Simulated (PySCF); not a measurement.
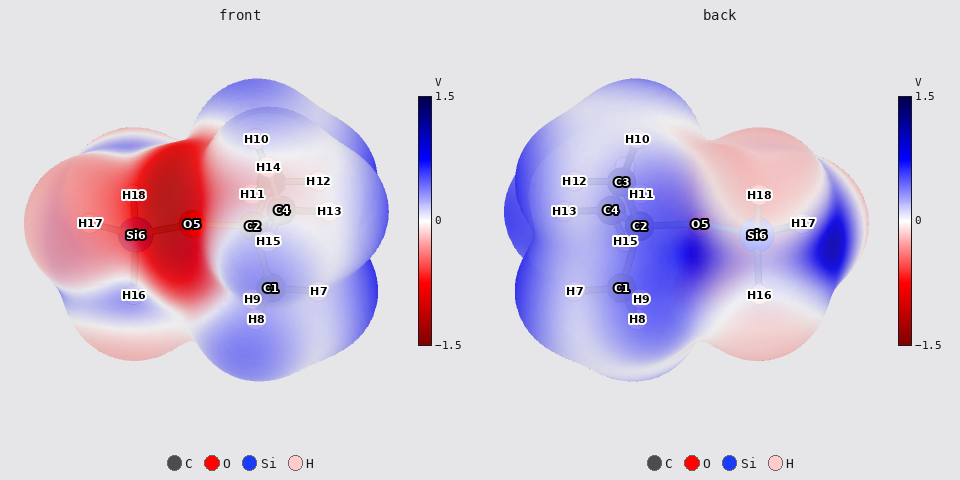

*C4H12OSi. The molecular electrostatic potential painted on the density surface at 0.001 e/bohr³, seen from the front and from behind; the colour scale runs from red (negative) to blue (positive).*

Geometry: GFN2-xTB.

Method: PySCF, PBE0/pcSseg-1, SCF density, gas phase, non-relativistic.

```yaml
atoms:
  - { symbol: C, position_ang: [-0.6557, -0.7355, -1.2154] }
  - { symbol: C, position_ang: [-0.3857, 0.1791, -0.0194] }
  - { symbol: C, position_ang: [-0.6927, -0.5538, 1.2877] }
  - { symbol: C, position_ang: [-1.2371, 1.4487, -0.1240] }
  - { symbol: O, position_ang: [0.9568, 0.6017, -0.0301] }
  - { symbol: Si, position_ang: [2.3775, -0.1527, 0.0454] }
  - { symbol: H, position_ang: [-1.7104, -0.9923, -1.2642] }
  - { symbol: H, position_ang: [-0.3704, -0.2310, -2.1353] }
  - { symbol: H, position_ang: [-0.0723, -1.6485, -1.1261] }
  - { symbol: H, position_ang: [-0.4354, 0.0794, 2.1334] }
  - { symbol: H, position_ang: [-0.1070, -1.4677, 1.3491] }
  - { symbol: H, position_ang: [-1.7485, -0.8053, 1.3410] }
  - { symbol: H, position_ang: [-2.2951, 1.2014, -0.1193] }
  - { symbol: H, position_ang: [-1.0216, 2.1059, 0.7146] }
  - { symbol: H, position_ang: [-0.9988, 1.9762, -1.0440] }
  - { symbol: H, position_ang: [2.5813, -1.0869, -1.0679] }
  - { symbol: H, position_ang: [3.2589, 1.0022, -0.0259] }
  - { symbol: H, position_ang: [2.5472, -0.9146, 1.2886] }
```

**Describe the electrostatic potential map.**

The most negative region (about −1.1 V, or −25 kcal/mol for a unit charge) lies over O5, the most positive (about +0.9 V, or +21 kcal/mol for a unit charge) over Si6. O5 is the likeliest acceptor of a hydrogen bond.

**How polar is the molecule by this calculation?**

Its dipole moment is 1.28 D.
